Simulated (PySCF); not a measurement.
Molecule: SMILES F[C]=C(F)C(F)=C(F)F (C₄F₅), doublet. Atoms near the plane z = 0.6 Å, at the B3LYP/def2-SVP optimised geometry (x, y, z in Å): C3 (0.8, -0.6, 0.0), F4 (1.4, -1.3, 1.0), C5 (-0.7, -0.6, 0.0), F6 (-1.3, -1.8, 0.0), C7 (-1.5, 0.5, 0.0), F8 (-2.8, 0.5, 0.0), F9 (-1.0, 1.8, 0.0).

Calculation: unrestricted B3LYP/def2-TZVP run with PySCF 2.14.0. The values are rescaled to run from 0 to 1.

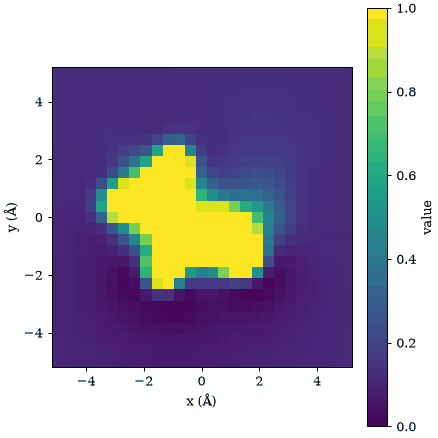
Fig. 1. a field on the plane z = 0.6 Å.

Question: Which quantity is mapped?
(A) deformation density (molecule minus spherical neutral atoms)
(B) log10 of the electron density
(C) Laplacian of the electron density
(D) electrostatic potential

Answer: D, electrostatic potential. In full: electrostatic potential (hartree/e), clipped to [-0.08, 0.12].
